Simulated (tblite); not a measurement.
## C3H10FNSi3: geometry relaxation (part 2 of 2)

C3H10FNSi3; GFN2-xTB geometry optimisation, gas phase (tblite 0.8.0). It belongs to a series of runs on one base structure; here: SiH2 inserted into a C-F bond.

Geometry of the input (Å):
```
N  4.1591  0.4519  1.3590
C  3.2856  -0.0847  0.7603
Si 1.9476  -0.9219  -0.1203
C  0.6308  0.3312  -0.5523
C  -0.7775  -0.1841  -0.4427
Si -1.8648  1.2877  -0.9321
Si -1.2761  -0.6734  1.2691
F  -0.9276  -2.2890  1.6147
H  1.4732  -2.0622  0.6501
H  2.5175  -1.3908  -1.4065
H  0.7429  1.2685  0.0571
H  0.8001  0.6396  -1.5920
H  -0.9856  -1.0203  -1.1339
H  -1.3022  2.4358  -0.2253
H  -1.6357  1.5097  -2.3667
H  -3.2710  1.0414  -0.5818
H  -2.7583  -0.5493  1.3180
H  -0.7666  0.2164  2.3137
```

### Trajectory as extended XYZ, continued
```
18
Properties=species:S:1:pos:R:3:forces:R:3 step=65 energy=-663.04284
N     4.3829    0.3389    1.0115    0.0710   0.0500   0.0210
C     3.4622   -0.1635    0.5518   -0.0460  -0.0470  -0.0300
Si    1.9476   -0.9876   -0.1707    0.0290  -0.0040   0.0090
C     0.6589    0.4031   -0.3597   -0.0120  -0.0080   0.0050
C    -0.8049   -0.0744   -0.3574   -0.0350   0.0080  -0.0010
Si   -1.9096    1.2940   -1.0999   -0.0350   0.0320  -0.0100
Si   -1.3891   -0.6160    1.3676   -0.0030   0.0050  -0.0050
F    -0.9886   -2.1691    1.5701    0.0080  -0.0190   0.0120
H     1.5700   -2.0334    0.7762    0.0060   0.0010  -0.0090
H     2.3497   -1.5167   -1.4799   -0.0230  -0.0250   0.0110
H     0.7850    1.1380    0.4390    0.0370   0.0420  -0.0220
H     0.8684    0.9356   -1.2943    0.0080  -0.0100   0.0280
H    -0.8921   -0.9450   -1.0183    0.0220   0.0120  -0.0060
H    -1.8068    2.4951   -0.2700    0.0130   0.0040   0.0080
H    -1.4258    1.5897   -2.4517   -0.0020   0.0000  -0.0040
H    -3.3029    0.8540   -1.1597    0.0040  -0.0170  -0.0010
H    -2.8361   -0.6226    1.5062   -0.0050  -0.0050   0.0070
H    -0.6775    0.0864    2.4275   -0.0370  -0.0210  -0.0130
18
Properties=species:S:1:pos:R:3:forces:R:3 step=70 energy=-663.04518
N     4.4228    0.3302    0.9593   -0.0140  -0.0120  -0.0150
C     3.4888   -0.1751    0.5285    0.0070   0.0220  -0.0070
Si    1.9500   -0.9840   -0.1612   -0.0040  -0.0080   0.0090
C     0.6613    0.4106   -0.3348    0.0070   0.0060  -0.0010
C    -0.8047   -0.0653   -0.3504    0.0110  -0.0020   0.0140
Si   -1.9159    1.2931   -1.1085    0.0340  -0.0230   0.0050
Si   -1.4044   -0.6168    1.3660   -0.0040   0.0040   0.0100
F    -1.0061   -2.1713    1.5676   -0.0020   0.0040  -0.0010
H     1.5809   -2.0307    0.7877    0.0050   0.0040   0.0090
H     2.3178   -1.5180   -1.4783   -0.0100  -0.0220   0.0060
H     0.7951    1.1435    0.4647   -0.0230   0.0090   0.0130
H     0.8780    0.9495   -1.2624    0.0060   0.0050  -0.0360
H    -0.8759   -0.9386   -1.0101    0.0020   0.0290  -0.0200
H    -1.8457    2.4900   -0.2694    0.0010   0.0030   0.0050
H    -1.4050    1.6006   -2.4479   -0.0090   0.0060  -0.0030
H    -3.2970    0.8208   -1.2022    0.0060  -0.0010   0.0050
H    -2.8511   -0.6144    1.5108   -0.0010  -0.0170  -0.0150
H    -0.6976    0.0821    2.4289   -0.0120  -0.0060   0.0230
18
Properties=species:S:1:pos:R:3:forces:R:3 step=75 energy=-663.04689
N     4.4654    0.3152    0.8989    0.0180   0.0150   0.0030
C     3.5122   -0.1773    0.4975   -0.0260  -0.0110  -0.0200
Si    1.9516   -0.9796   -0.1489   -0.0210   0.0050  -0.0040
C     0.6665    0.4208   -0.3124    0.0000   0.0030  -0.0120
C    -0.7977   -0.0590   -0.3416    0.0050   0.0040  -0.0130
Si   -1.9114    1.2871   -1.1129   -0.0080   0.0210   0.0040
Si   -1.4196   -0.6138    1.3669    0.0080  -0.0100  -0.0120
F    -1.0284   -2.1703    1.5647    0.0090  -0.0050   0.0030
H     1.5958   -2.0248    0.8061   -0.0010   0.0120   0.0300
H     2.2852   -1.5276   -1.4701   -0.0070  -0.0100   0.0070
H     0.7878    1.1514    0.4918    0.0160  -0.0100  -0.0130
H     0.8887    0.9606   -1.2397    0.0000   0.0140   0.0110
H    -0.8598   -0.9226   -1.0140    0.0030  -0.0300   0.0240
H    -1.8818    2.4791   -0.2650    0.0050   0.0110   0.0040
H    -1.3882    1.6131   -2.4429    0.0010   0.0040   0.0010
H    -3.2807    0.7866   -1.2332    0.0020   0.0050   0.0030
H    -2.8679   -0.6098    1.4984    0.0040  -0.0120  -0.0230
H    -0.7266    0.0772    2.4447   -0.0090  -0.0060   0.0050
18
Properties=species:S:1:pos:R:3:forces:R:3 step=80 energy=-663.04899
N     4.4681    0.3188    0.8733   -0.0850  -0.0340  -0.0540
C     3.5119   -0.1734    0.4760    0.0920   0.0350   0.0460
Si    1.9424   -0.9807   -0.1408    0.0420  -0.0170   0.0030
C     0.6726    0.4296   -0.3143   -0.0050  -0.0120   0.0140
C    -0.7908   -0.0504   -0.3405   -0.0170  -0.0080   0.0090
Si   -1.9056    1.2973   -1.1096   -0.0160  -0.0190  -0.0070
Si   -1.4207   -0.6221    1.3618   -0.0010   0.0060   0.0080
F    -1.0219   -2.1765    1.5663    0.0180   0.0100  -0.0230
H     1.6025   -2.0124    0.8360   -0.0150   0.0370   0.0230
H     2.2570   -1.5586   -1.4530   -0.0070  -0.0060  -0.0110
H     0.7997    1.1630    0.4858   -0.0030  -0.0070   0.0170
H     0.8972    0.9670   -1.2425   -0.0080  -0.0120   0.0040
H    -0.8496   -0.9176   -1.0095   -0.0130   0.0030  -0.0050
H    -1.8809    2.4886   -0.2600    0.0070  -0.0010  -0.0020
H    -1.3936    1.6248   -2.4441    0.0160   0.0070   0.0170
H    -3.2688    0.7819   -1.2322   -0.0170   0.0170   0.0110
H    -2.8709   -0.6359    1.4736    0.0040  -0.0060  -0.0310
H    -0.7573    0.0630    2.4621    0.0070   0.0070  -0.0180
18
Properties=species:S:1:pos:R:3:forces:R:3 step=85 energy=-663.05218
N     4.5593    0.2889    0.7115    0.0220   0.0310   0.0000
C     3.5650   -0.1828    0.3939   -0.0250  -0.0320  -0.0160
Si    1.9477   -0.9744   -0.1097   -0.0350   0.0280  -0.0220
C     0.6824    0.4443   -0.2706    0.0060   0.0000   0.0110
C    -0.7789   -0.0411   -0.3278    0.0210   0.0150   0.0090
Si   -1.9025    1.2904   -1.1126   -0.0020   0.0170  -0.0010
Si   -1.4497   -0.6194    1.3537   -0.0170  -0.0300   0.0010
F    -1.0530   -2.1749    1.5487    0.0300  -0.0130  -0.0010
H     1.6332   -1.9563    0.9265    0.0010   0.0330   0.0030
H     2.1748   -1.5932   -1.4231    0.0030  -0.0110   0.0310
H     0.7962    1.1608    0.5472   -0.0030  -0.0240   0.0090
H     0.9182    1.0052   -1.1829   -0.0060  -0.0410   0.0170
H    -0.8219   -0.9115   -0.9948   -0.0010   0.0290  -0.0160
H    -1.9542    2.4737   -0.2483    0.0100  -0.0520  -0.0170
H    -1.3487    1.6653   -2.4173    0.0050  -0.0040   0.0070
H    -3.2392    0.7210   -1.2898   -0.0030   0.0450   0.0000
H    -2.9027   -0.6388    1.3930   -0.0190  -0.0100   0.0120
H    -0.8347    0.0488    2.4908    0.0130   0.0190  -0.0280
18
Properties=species:S:1:pos:R:3:forces:R:3 step=90 energy=-663.05591
N     4.5504    0.3094    0.6761   -0.0330  -0.0230  -0.0210
C     3.5626   -0.1855    0.3715    0.0340   0.0370  -0.0220
Si    1.9372   -0.9793   -0.1030    0.0500  -0.0190   0.0500
C     0.6866    0.4461   -0.2671   -0.0220  -0.0110  -0.0050
C    -0.7764   -0.0297   -0.3221   -0.0340  -0.0250  -0.0250
Si   -1.8986    1.3017   -1.1104    0.0160   0.0040   0.0150
Si   -1.4514   -0.6374    1.3484   -0.0010   0.0170  -0.0250
F    -1.0106   -2.1823    1.5368   -0.0040   0.0020   0.0010
H     1.6339   -1.9108    0.9795   -0.0070  -0.0200   0.0110
H     2.1397   -1.6483   -1.3944    0.0010   0.0050   0.0230
H     0.8116    1.1615    0.5490   -0.0190   0.0090   0.0060
H     0.9236    0.9953   -1.1843    0.0040   0.0240   0.0000
H    -0.8213   -0.8930   -0.9975   -0.0020  -0.0060  -0.0300
H    -1.9414    2.4811   -0.2472    0.0070   0.0180   0.0290
H    -1.3468    1.6796   -2.4148    0.0060  -0.0200   0.0010
H    -3.2421    0.7476   -1.2800   -0.0010   0.0220  -0.0100
H    -2.9058   -0.6883    1.3535    0.0210  -0.0240   0.0350
H    -0.8602    0.0387    2.4943   -0.0120   0.0090  -0.0330
18
Properties=species:S:1:pos:R:3:forces:R:3 step=95 energy=-663.06570
N     4.5745    0.3627    0.5519    0.0520   0.0180  -0.0350
C     3.5848   -0.1581    0.3048   -0.1070  -0.0370   0.0430
Si    1.9429   -0.9953   -0.0250   -0.0350   0.0620  -0.0560
C     0.6869    0.4198   -0.2789    0.0290   0.0050   0.0140
C    -0.7798   -0.0409   -0.3488    0.0410   0.0280  -0.0380
Si   -1.8848    1.3440   -1.0622   -0.0150   0.1060   0.0080
Si   -1.4761   -0.6825    1.2928    0.0300  -0.0500  -0.0030
F    -0.9391   -2.1943    1.5062   -0.0350   0.0160   0.0290
H     1.6495   -1.8161    1.1467    0.0610  -0.0040  -0.0080
H     2.1095   -1.7629   -1.2660   -0.0010  -0.0180   0.0370
H     0.8051    1.1568    0.5208   -0.0400   0.0250  -0.0530
H     0.9331    0.9367   -1.2143    0.0550   0.0120   0.0840
H    -0.8213   -0.8676   -1.0673   -0.0720  -0.0390   0.0040
H    -1.8564    2.5223   -0.1841    0.0220  -0.1130  -0.0520
H    -1.3764    1.7042   -2.3877    0.0250   0.0220  -0.0110
H    -3.2563    0.8511   -1.1935    0.0000   0.0120   0.0110
H    -2.9214   -0.8249    1.2442   -0.0180  -0.0400   0.0320
H    -0.9836    0.0513    2.4487    0.0070  -0.0030  -0.0060
18
Properties=species:S:1:pos:R:3:forces:R:3 step=100 energy=-663.07428
N     4.5935    0.3771    0.4361   -0.2980  -0.1650  -0.1110
C     3.5918   -0.1497    0.2413    0.1990   0.1120   0.0990
Si    1.9339   -0.9948    0.0098    0.0530   0.0080   0.0630
C     0.6883    0.4205   -0.2688    0.0010  -0.0140  -0.0090
C    -0.7775   -0.0372   -0.3615   -0.0510  -0.0050  -0.0210
Si   -1.8732    1.3687   -1.0545   -0.0050   0.0020   0.0060
Si   -1.4895   -0.7139    1.2627    0.0010   0.0080   0.0340
F    -0.9031   -2.2036    1.5030   -0.0380   0.0360   0.0030
H     1.6809   -1.7297    1.2509    0.0690   0.0150  -0.0660
H     2.0505   -1.8548   -1.1759   -0.0030   0.0310   0.0460
H     0.7912    1.1610    0.5290   -0.0270   0.0080  -0.0060
H     0.9600    0.9388   -1.1949    0.0050   0.0130   0.0110
H    -0.8270   -0.8524   -1.0948   -0.0050   0.0040   0.0190
H    -1.8264    2.5202   -0.1487    0.0250  -0.0360  -0.0360
H    -1.3593    1.7336   -2.3777    0.0050   0.0330   0.0140
H    -3.2544    0.8977   -1.1804    0.0290   0.0130  -0.0020
H    -2.9293   -0.9170    1.1784    0.0510  -0.0240   0.0220
H    -1.0592    0.0417    2.4342   -0.0110  -0.0380  -0.0650
18
Properties=species:S:1:pos:R:3:forces:R:3 step=105 energy=-663.08204
N     4.6092    0.3941    0.3002    0.0580   0.0260  -0.0250
C     3.5998   -0.1364    0.1943   -0.1180  -0.0500   0.0060
Si    1.9378   -0.9922    0.0741   -0.0180  -0.0550   0.0020
C     0.6836    0.4035   -0.2671   -0.0150   0.0030   0.0000
C    -0.7853   -0.0438   -0.3880    0.0000   0.0030   0.0220
Si   -1.8618    1.3973   -1.0332    0.0050  -0.0020  -0.0250
Si   -1.5128   -0.7438    1.2176   -0.0100  -0.0520   0.0120
F    -0.8739   -2.2061    1.4877    0.0060   0.0250   0.0080
H     1.7421   -1.6496    1.3667    0.0320   0.0150  -0.0390
H     2.0202   -1.9347   -1.0537   -0.0010   0.0730   0.0710
H     0.7595    1.1622    0.5169    0.0030  -0.0140   0.0220
H     0.9909    0.9091   -1.1897   -0.0600  -0.0090  -0.0250
H    -0.8466   -0.8401   -1.1393    0.0530   0.0020   0.0020
H    -1.7655    2.5266   -0.1072    0.0260   0.0040  -0.0070
H    -1.3597    1.7773   -2.3560   -0.0070   0.0310   0.0040
H    -3.2590    0.9706   -1.1277    0.0250   0.0000  -0.0230
H    -2.9342   -1.0331    1.1064    0.0080   0.0120  -0.0040
H    -1.1532    0.0453    2.3864    0.0130  -0.0120   0.0000
18
Properties=species:S:1:pos:R:3:forces:R:3 step=110 energy=-663.08999
N     4.6196    0.3681    0.0992    0.0460   0.0300  -0.0170
C     3.5957   -0.1450    0.0998   -0.0940  -0.0690  -0.0230
Si    1.9210   -0.9847    0.1341    0.0380   0.0700   0.0190
C     0.6746    0.4135   -0.2225   -0.0210   0.0130  -0.0010
C    -0.7872   -0.0398   -0.3864    0.0020  -0.0060  -0.0130
Si   -1.8401    1.4136   -1.0463   -0.0150  -0.0220   0.0340
Si   -1.5341   -0.7752    1.1940    0.0140  -0.0240  -0.0160
F    -0.8391   -2.2080    1.4811    0.0160   0.0010  -0.0010
H     1.8237   -1.5518    1.4769   -0.0250  -0.0070   0.0140
H     1.9058   -1.9957   -0.9252    0.0270  -0.0070  -0.0280
H     0.7347    1.1566    0.5778   -0.0210   0.0070  -0.0050
H     0.9842    0.9366   -1.1344    0.0390  -0.0260   0.0130
H    -0.8144   -0.8244   -1.1535    0.0070   0.0140   0.0300
H    -1.7586    2.5197   -0.0917   -0.0060   0.0120   0.0120
H    -1.2992    1.8490   -2.3366   -0.0060  -0.0220   0.0000
H    -3.2323    0.9816   -1.1907    0.0400   0.0200  -0.0240
H    -2.9354   -1.1243    1.0372   -0.0350   0.0110   0.0010
H    -1.2274    0.0166    2.3755   -0.0050   0.0040   0.0060
18
Properties=species:S:1:pos:R:3:forces:R:3 step=115 energy=-663.09241
N     4.6313    0.3458    0.0272   -0.0880  -0.0420  -0.0270
C     3.6017   -0.1578    0.0567    0.0830   0.0430   0.0220
Si    1.9210   -0.9728    0.1534   -0.0220  -0.0520  -0.0110
C     0.6707    0.4222   -0.1969    0.0320  -0.0020   0.0270
C    -0.7855   -0.0379   -0.3796    0.0060   0.0030  -0.0090
Si   -1.8342    1.4108   -1.0516   -0.0020   0.0240   0.0030
Si   -1.5424   -0.7825    1.1907   -0.0110  -0.0030   0.0190
F    -0.8392   -2.2116    1.4774   -0.0030   0.0160  -0.0030
H     1.8405   -1.5360    1.5008   -0.0070   0.0210  -0.0140
H     1.8766   -1.9910   -0.9015    0.0240   0.0060   0.0000
H     0.7185    1.1547    0.6132   -0.0150   0.0370  -0.0090
H     0.9933    0.9525   -1.0995    0.0070   0.0050   0.0040
H    -0.7977   -0.8200   -1.1471   -0.0020  -0.0180  -0.0110
H    -1.7889    2.5124   -0.0880   -0.0040  -0.0040   0.0020
H    -1.2703    1.8603   -2.3283    0.0030  -0.0230   0.0190
H    -3.2153    0.9701   -1.2447   -0.0030   0.0020  -0.0070
H    -2.9467   -1.1270    1.0342    0.0100   0.0040  -0.0050
H    -1.2423    0.0142    2.3721   -0.0080  -0.0170   0.0000
18
Properties=species:S:1:pos:R:3:forces:R:3 step=120 energy=-663.09382
N     4.6297    0.3302   -0.0554    0.0110   0.0040  -0.0200
C     3.6010   -0.1681    0.0212   -0.0280  -0.0090   0.0140
Si    1.9178   -0.9719    0.1753    0.0010   0.0170   0.0130
C     0.6706    0.4272   -0.1745    0.0000   0.0050  -0.0150
C    -0.7825   -0.0362   -0.3778   -0.0030   0.0030   0.0080
Si   -1.8258    1.4162   -1.0507   -0.0060  -0.0140   0.0000
Si   -1.5539   -0.7893    1.1820    0.0150  -0.0110  -0.0020
F    -0.8302   -2.2079    1.4706   -0.0100   0.0000   0.0010
H     1.8645   -1.4993    1.5379   -0.0120  -0.0010  -0.0110
H     1.8500   -2.0045   -0.8637    0.0140  -0.0010   0.0090
H     0.7002    1.1652    0.6319    0.0240  -0.0170   0.0030
H     1.0040    0.9582   -1.0729   -0.0020   0.0060  -0.0090
H    -0.7854   -0.8182   -1.1467    0.0010   0.0180  -0.0030
H    -1.7978    2.5101   -0.0785   -0.0070  -0.0030   0.0080
H    -1.2452    1.8751   -2.3146    0.0160  -0.0070  -0.0060
H    -3.2010    0.9696   -1.2714   -0.0080   0.0080   0.0010
H    -2.9510   -1.1508    1.0038    0.0080   0.0030   0.0010
H    -1.2737    0.0008    2.3717   -0.0150   0.0000   0.0070
18
Properties=species:S:1:pos:R:3:forces:R:3 step=125 energy=-663.09476
N     4.6263    0.3216   -0.1172   -0.0510  -0.0220  -0.0080
C     3.5975   -0.1709   -0.0054    0.0520   0.0250   0.0130
Si    1.9173   -0.9697    0.1940    0.0190  -0.0020  -0.0160
C     0.6718    0.4279   -0.1677   -0.0060  -0.0050  -0.0070
C    -0.7818   -0.0327   -0.3758    0.0040   0.0050  -0.0060
Si   -1.8230    1.4224   -1.0468    0.0060   0.0110  -0.0020
Si   -1.5589   -0.8004    1.1736   -0.0130   0.0230   0.0000
F    -0.8217   -2.2091    1.4702    0.0030  -0.0200   0.0010
H     1.8786   -1.4659    1.5685   -0.0130  -0.0030  -0.0070
H     1.8528   -2.0269   -0.8212   -0.0110   0.0100   0.0170
H     0.7038    1.1631    0.6412    0.0010   0.0000  -0.0050
H     1.0080    0.9592   -1.0649    0.0020   0.0020  -0.0020
H    -0.7824   -0.8070   -1.1524    0.0030   0.0020   0.0030
H    -1.8002    2.5097   -0.0665   -0.0030  -0.0030   0.0010
H    -1.2359    1.8855   -2.3072    0.0140  -0.0080   0.0120
H    -3.1990    0.9868   -1.2812   -0.0110  -0.0100   0.0070
H    -2.9498   -1.1749    0.9750    0.0050  -0.0060  -0.0030
H    -1.3122   -0.0123    2.3721   -0.0010   0.0040   0.0010
18
Properties=species:S:1:pos:R:3:forces:R:3 step=130 energy=-663.09523
N     4.6239    0.3187   -0.1507   -0.0020  -0.0030   0.0000
C     3.5985   -0.1738   -0.0144    0.0040   0.0040   0.0010
Si    1.9179   -0.9666    0.2030   -0.0020   0.0020   0.0000
C     0.6742    0.4311   -0.1644    0.0030   0.0020   0.0030
C    -0.7782   -0.0312   -0.3745    0.0000   0.0000   0.0020
Si   -1.8200    1.4231   -1.0444    0.0000   0.0070   0.0030
Si   -1.5624   -0.8027    1.1694    0.0020  -0.0070   0.0030
F    -0.8223   -2.2108    1.4673   -0.0040   0.0050   0.0020
H     1.8777   -1.4531    1.5810   -0.0020   0.0010  -0.0090
H     1.8385   -2.0300   -0.8031    0.0010  -0.0040   0.0050
H     0.7050    1.1685    0.6425   -0.0030  -0.0020   0.0020
H     1.0123    0.9611   -1.0616   -0.0020  -0.0030  -0.0050
H    -0.7753   -0.8037   -1.1526   -0.0030  -0.0050   0.0020
H    -1.8016    2.5063   -0.0596   -0.0050   0.0010  -0.0020
H    -1.2199    1.8862   -2.2982    0.0000   0.0020   0.0020
H    -3.1956    0.9855   -1.2824    0.0070   0.0000   0.0000
H    -2.9491   -1.1856    0.9583    0.0020  -0.0020  -0.0020
H    -1.3321   -0.0166    2.3728    0.0030  -0.0010  -0.0080
```

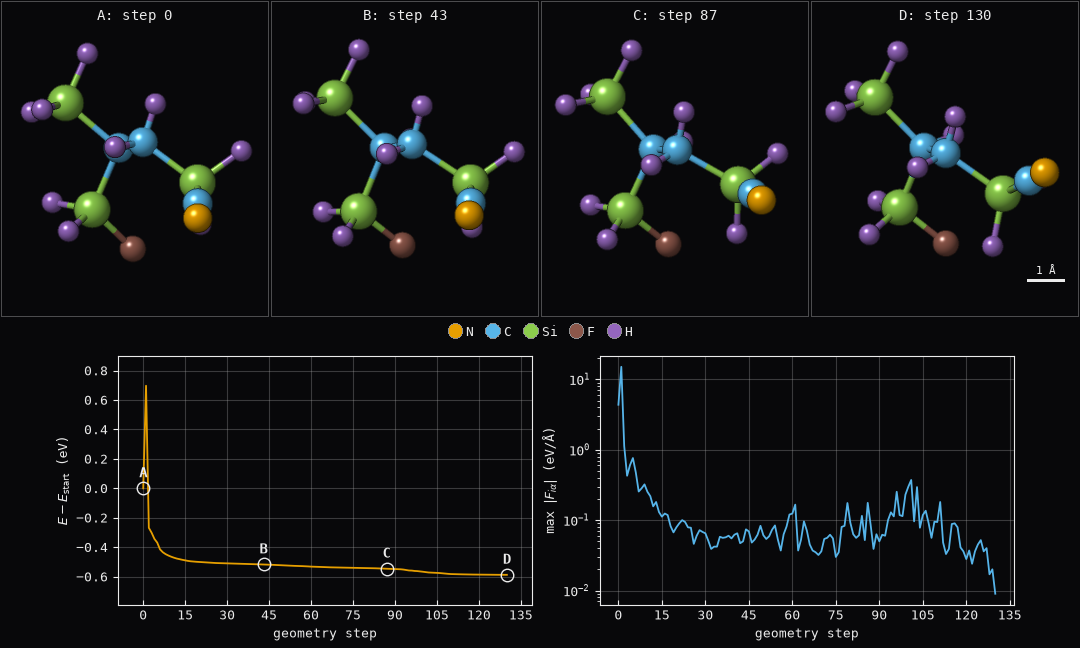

Fig. 1: Frames of the relaxation (ball-and-stick view, seen at a tilt) above the curves, on which the letters mark them (steps are counted from 0).

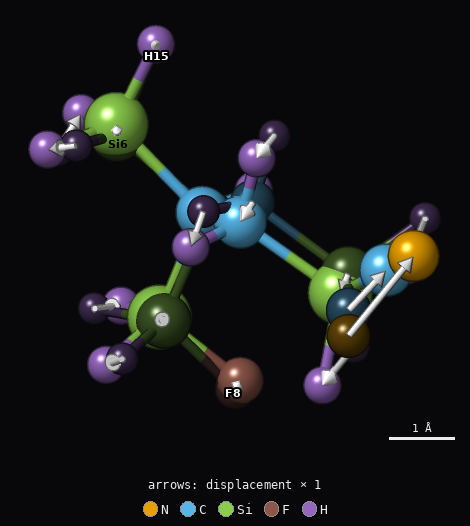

Fig. 2: Start (faint) and end (solid) with the displacements as white arrows, at true length (ball-and-stick view, seen at a tilt). The two geometries are laid on each other by the best rigid fit. The largest move after the best rigid fit is that of N1, 1.60 Å. Largest moves by element: N 1.60 Å, H 1.19 Å, C 0.85 Å, Si 0.32 Å, F 0.20 Å. Among the contacts that change: Si7–F8 1.689 → 1.618 Å, C2–Si3 1.807 → 1.871 Å, C5–Si7 1.849 → 1.896 Å, N1–C2 1.187 → 1.146 Å. Among the angles that change: H17–Si7–H18 105.8° → 114.4°, F8–Si7–H18 111.3° → 104.2°, C5–Si7–H17 106.1° → 112.5°. After 130 geometry steps the energy has fallen by 0.588 eV. The largest force component goes from 4.4 to 0.009 eV/Å. (Atoms are counted from 1 in the order of the input.)

### Summary

- outcome: converged
- total energy: −663.0952 eV
- wall time: 2.1 s
- peak memory: 0.18 GiB
